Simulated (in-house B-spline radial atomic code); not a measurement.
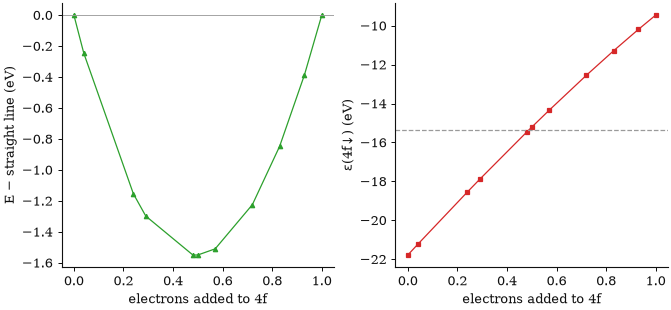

Computed with an in-house B-spline radial code: scalar-relativistic (spin-free one-electron X2C) Hartree-Fock (fractional occupations), spin-polarised, spherical fractional occupations, Fermi nucleus, basis-set limit. The occupation of the 4f shell is varied from Dy³⁺ ([Xe] 4f9 (high spin)) to Dy²⁺ ([Xe] 4f10 (high spin)), with spherical fractional occupations. The plot shows the total energy less the straight line between the end points, and the eigenvalue of 4f↓ (the dashed line is minus the energy to take the whole electron out).

> Is the energy convex or concave in the occupation, and by how much?

The curve is convex (below the straight line), with the largest deviation among the points computed, −1.55 eV, at 0.48. The end points differ by 15.3 eV, the energy to take the electron out. The eigenvalue, which is the slope of the energy (Janak's theorem), moves from −21.8 eV at 0 to −9.46 eV at 1; for a straight line it would stay constant, and a parabola would sag by an eighth of this change, scaled to a whole electron, 1.54 eV. Hartree-Fock is convex here because the fraction is spread over the degenerate orbitals of the shell. Exact exchange at spherical fractional occupations leaves self-interaction in partly filled shells, which adds to the curvature.
